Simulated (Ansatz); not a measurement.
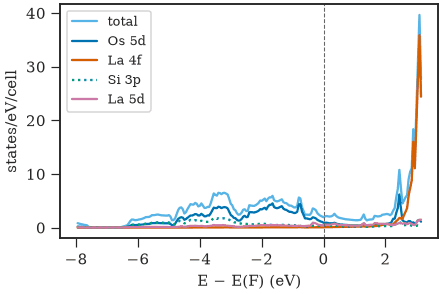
Figure. Total and projected density of states of LaSi2Os2 in space group I4/mmm (No. 139; Os on 4d, Si on 4e, La on 2a), r²SCAN in the plane-wave PAW code Ansatz

**Question.** Which orbitals carry the states next to the Fermi level?

**Answer.** Within 0.5 eV of the Fermi level: Os 5d 48 %, La 5d 24 %, Si 3p 14 %. Projections are on Löwdin-orthogonalised atomic valence shells; empty p or d shells of many metals are not among them.

**Question.** Where is the tallest occupied peak in this window, and what makes it?

**Answer.** Near -3.4 eV, about 6.5 states/eV per cell; the largest projected share is Os 5d.

The workflow started from an entry of the Crystallography Open Database (COD). Its standing as an ambient phase is unchecked. The r²SCAN relaxation kept the symmetry of its start; whether a distortion lowers the energy is not shown. The run is not spin-polarised. Spin–orbit coupling is left out wherever it is not named.

Potentials: the later of the program's two PAW sets.
